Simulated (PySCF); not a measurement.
## A study: C₅H₆N₂OS, SMILES `C/C=C\Oc1cnsn1`

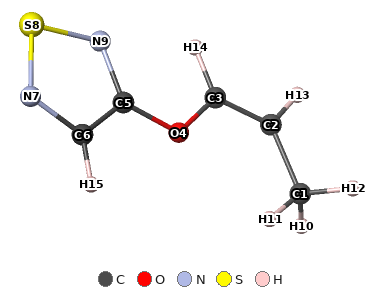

The molecule, with its atoms numbered as below. No frequency check shows the geometry to be a minimum.

Cartesian coordinates (Å):

```
C1       3.8561   -0.5800   -0.0016
C2       3.0642    0.6838    0.0001
C3       1.7407    0.7534    0.0018
O4       0.9615   -0.3835    0.0020
C5      -0.3599   -0.2423    0.0010
C6      -1.2457   -1.3587    0.0008
N7      -2.5011   -0.9999   -0.0004
S8      -2.5982    0.6212   -0.0012
N9      -0.9983    0.9107    0.0000
H10      4.4972   -0.6192   -0.8845
H11      3.1984   -1.4439   -0.0017
H12      4.4990   -0.6208    0.8744
H13      3.6186    1.6096    0.0000
H14      1.1905    1.6832    0.0030
H15     -0.9606   -2.3930    0.0015
```

Part 1: Excited states

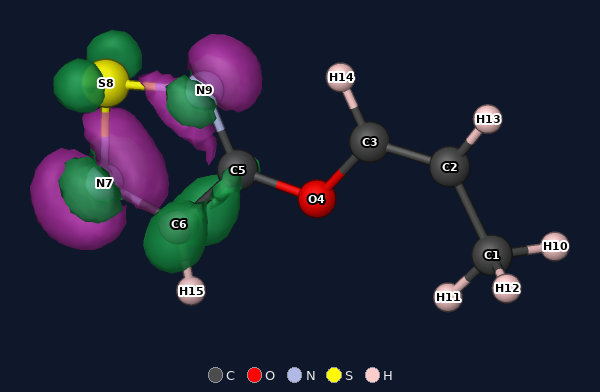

Unrelaxed difference density of S₁ less the ground state (TDHF singlet states), ±0.05 e/Å³; green: gain, purple: loss.

Computed with PySCF, HF/def2-SVP, geometry: GFN2-xTB. Without diffuse functions Rydberg states are missing, so the states' numbers hold for this basis only.

> How does the charge move on excitation?

0.71 e is displaced in all, of which about 0.3 e passes between atoms: N7 (0.24 e) and N9 (0.07 e) lose electrons and C6 (0.15 e) and S8 (0.08 e) gain them. The state: 5.78 eV (215 nm), f = 0.001 (very weak), n → π*; the leading pair carries 96 %; hole on N7 (55 %), N9 (23 %) and S8 (10 %), electron on N7 (32 %), C6 (21 %) and S8 (18 %); their centroids lie 0.4 Å apart; S₂ lies within 0.1 eV of it.

Part 2: In an electric field

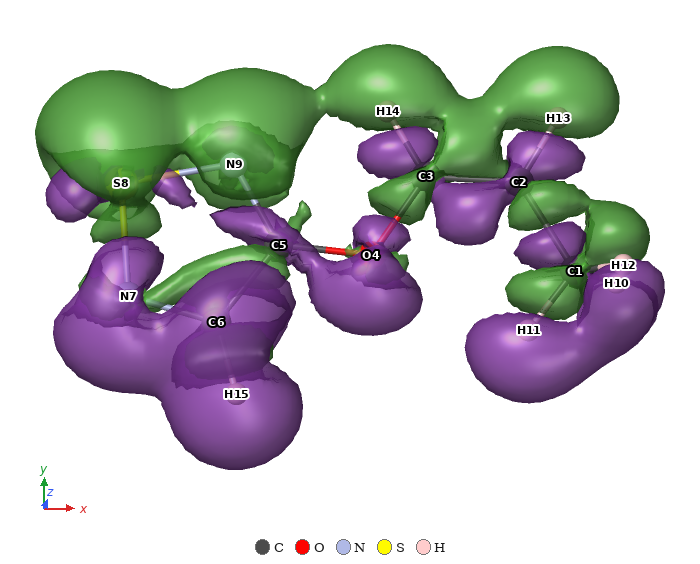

Change of the electron density in a uniform field of 0.41 V/Å, surfaces at ±0.002 e/Å³ (purple: gain, green: loss).

PySCF calculation, PBE0/def2-SVP, gas phase; geometry: GFN2-xTB. A basis without diffuse functions makes polarisabilities too small.

> Along which Cartesian direction does the field point?

Along +y: electrons gather on the −y side, against the field.

> What dipole is induced, and what polarisability does it imply?

The induced dipole is 1.55 D (along the field); α along this axis, from the fields in both directions, is 76 bohr³ (11.2 Å³).

> Which atoms gain and lose the most charge?

Electrons gather most on C6 (Hirshfeld charge changes by −0.020 e) and leave S8 most (+0.034 e); 0.140 electrons are displaced in all.

Part 3: Localised orbitals

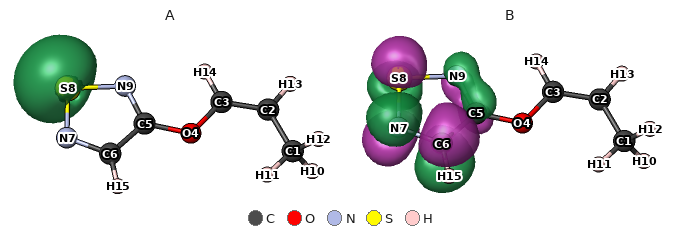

Intrinsic bond orbitals (IBO), occupied and valence-virtual; each surface holds about 85 % of the orbital's density. Energies are diagonal elements of the Fock matrix.

Method: B3LYP/def2-SVPD; geometry: GFN2-xTB; program: PySCF.

> Identify each orbital.

By panel:
- A: lone pair on S8 (sp0.4-type) (S8 100 %; −15.1 eV)
- B: π* orbital C6–N7 (C6 44 %, N7 39 %, S8 12 %; 0.1 eV)

> How do all the valence pairs divide up?

24 pairs: 15 σ bonds, 5 lone pairs, 3 two-centre π bonds and 1 partly delocalised lone pair.

The PySCF runs shown took 14 min, 110 s and 96 s on 1 thread of Intel(R) Xeon(R) Processor @ 2.50GHz (Skylake/Cascade Lake), with other jobs on the host.
